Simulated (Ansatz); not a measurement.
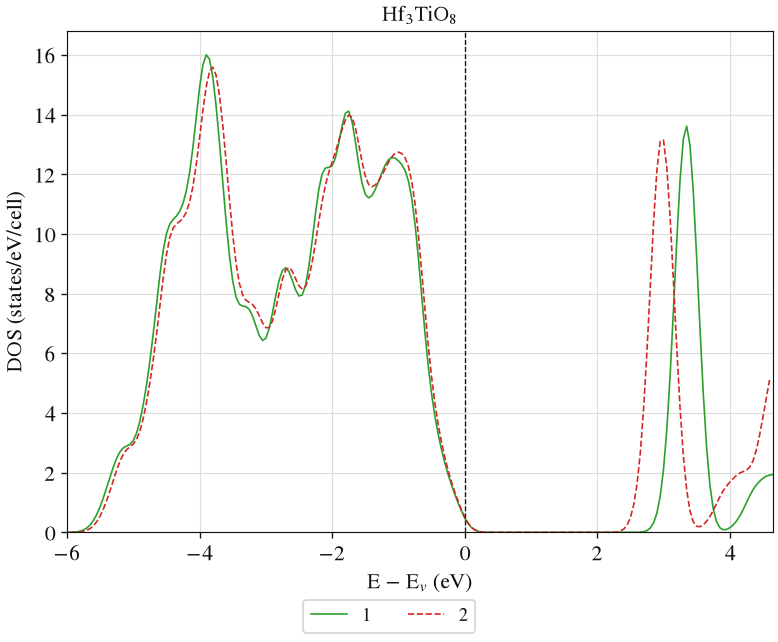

Total densities of states of Hf₃TiO₈, space group Cmmm (No. 65), 12 atoms in the cell, rutile host type, by two methods on the same cell. The curves are built from the levels of the k mesh with Gaussians 0.3 eV wide, which also blur the band edges. Each is counted from its own valence-band top.

### Which curve is which? The methods: r2SCAN, PBE+SOC.

1 is r2SCAN; 2 is PBE+SOC. r2SCAN gives a gap of 3.00 eV and PBE+SOC gives a gap of 2.61 eV.

Settings. r2SCAN: DFT, r2SCAN, plane waves, PAW, no spin polarisation, 6×6×4 k mesh, 500 eV cutoff (Ansatz 0.2.0). PBE+SOC: DFT, PBE with spin-orbit coupling, plane waves, PAW, 6×6×4 k mesh, 420 eV cutoff (Ansatz 0.2.0).
